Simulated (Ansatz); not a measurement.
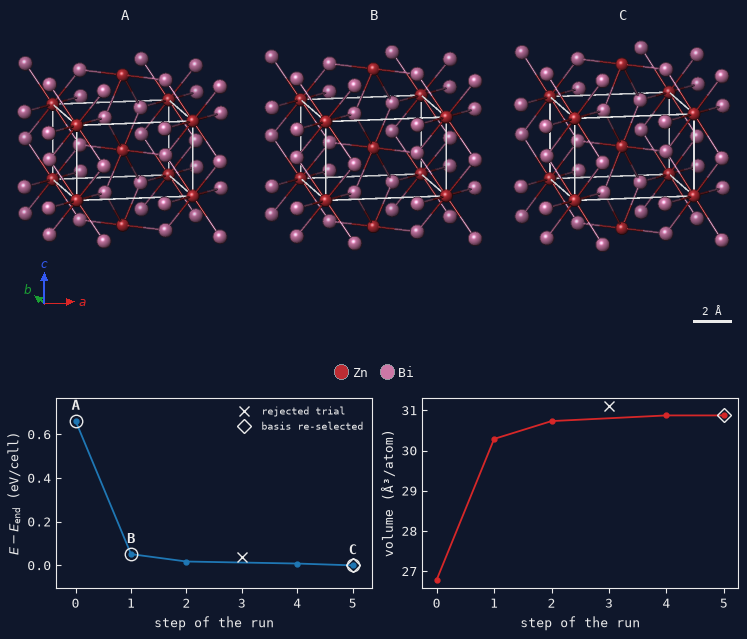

Frames of a relaxation of a crystal of ZnBi₂ (built on the rutile_136 type) (coarse preliminary run), marked on the history of the run. A ball-and-stick model of the cell of the calculation, seen slightly off an axis.

Case: rutile type (P4_2/mnm, No. 136).

Method: Ansatz 0.2.0, DFT PBE, scalar-relativistic, plane waves, PAW. (plane-wave cutoff 420 eV; k-point mesh 4 × 4 × 4; occupations gaussian; smearing width 0.1 eV; no spin polarisation; cell and atoms relaxed; force threshold 0.04 eV/Å; at most 70 steps)

### What happens along the run?

The energy falls by 0.662 eV per cell of the calculation in 3 accepted moves (5 points after the start). The largest force component goes from 0.4 to 0.0097 eV/Å. Pressure: 8.58 GPa at the start and 0.01 GPa at the end. The line search rejected the trial step at point 3 of the run. At 1 point the geometry stayed and the basis and grid were re-selected for the new cell (energy shift of 8.2 meV per cell of the calculation at most each time). No atom moves by more than 0.005 Å relative to the cell. The drawn cell changes as follows: a = b 6.296 → 6.466 Å (+2.7 %), c 4.055 → 4.431 Å (+9.3 %); the volume changes by +15.3 %. Among the contacts that change: Bi–Zn 2.664 → 2.838 Å, Bi–Zn 2.724 → 2.799 Å. Bond angles that change, for instance: Zn–Bi–Zn 99.1° → 102.7°, Bi–Zn–Bi 99.1° → 102.7°, Bi–Zn–Bi 80.9° → 77.3°. The space group stays P4_2/mnm (No. 136). Cost: 67 s on 1 thread of Arm Neoverse V2, on a shared host, peak memory 0.47 GiB. From step 0 to 1: Bi atoms move most (0.05 Å), volume +13.1 %, energy −0.610 eV per cell of the calculation. From step 1 to 5: Bi atoms move most (0.05 Å), volume +1.9 %, energy −51.5 meV per cell of the calculation.

```json
{"step": "0", "E − E(0), meV/atom": "0.00", "largest force component, eV/Å": "0.3979", "pressure, GPa": "8.58", "volume, Å³/atom": "26.788", "note": ""}
{"step": "1", "E − E(0), meV/atom": "-101.72", "largest force component, eV/Å": "0.0239", "pressure, GPa": "0.82", "volume, Å³/atom": "30.290", "note": ""}
{"step": "2", "E − E(0), meV/atom": "-107.37", "largest force component, eV/Å": "0.0158", "pressure, GPa": "0.20", "volume, Å³/atom": "30.734", "note": ""}
{"step": "3", "E − E(0), meV/atom": "-104.02", "largest force component, eV/Å": "0.0730", "pressure, GPa": "-0.36", "volume, Å³/atom": "31.098", "note": "rejected"}
{"step": "4", "E − E(0), meV/atom": "-108.92", "largest force component, eV/Å": "0.0095", "pressure, GPa": "-0.01", "volume, Å³/atom": "30.874", "note": ""}
{"step": "5", "E − E(0), meV/atom": "-110.30", "largest force component, eV/Å": "0.0097", "pressure, GPa": "0.01", "volume, Å³/atom": "30.874", "note": "same geometry, new basis"}
```

Limits of the set-up: the k-point mesh is coarse for a cell with partly filled bands.
